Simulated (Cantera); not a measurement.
A closed system holds: 1 mol Al(CH₃)₃, a varied amount of N₂O, 130 mol H₂, at 1848.15 K and 518 Torr.

Method: chemical equilibrium by Gibbs-energy minimisation in Cantera with the NASA 1993 tables (ideal gas, pure condensed phases). Candidate condensed phases: Al, AlN, Al₂O₃, C, C₆H₆, C₇H₈, C₈H₁₈, H₂O; 148 gas species. The feed counts by its element totals alone. Mutual solubility and eutectic melting of coexisting phases are not modelled. Gases not in the tables: Al(OH)₃. Rates play no part.

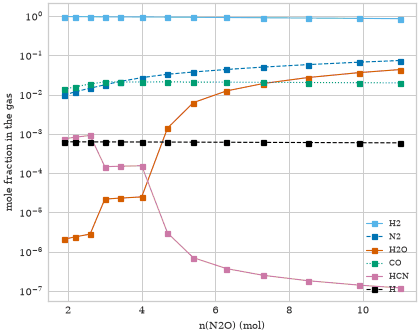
Figure. Equilibrium gas composition (values under 1e-9 drawn at 1e-9)

From 1.9 mol N₂O to 2.6 mol N₂O the condensed part is AlN(s) + C(graphite). From 3 mol N₂O to 4 mol N₂O the condensed part is AlN(s) + Al₂O₃(s). From 4.7 mol N₂O to 11 mol N₂O the condensed part is Al₂O₃(s).
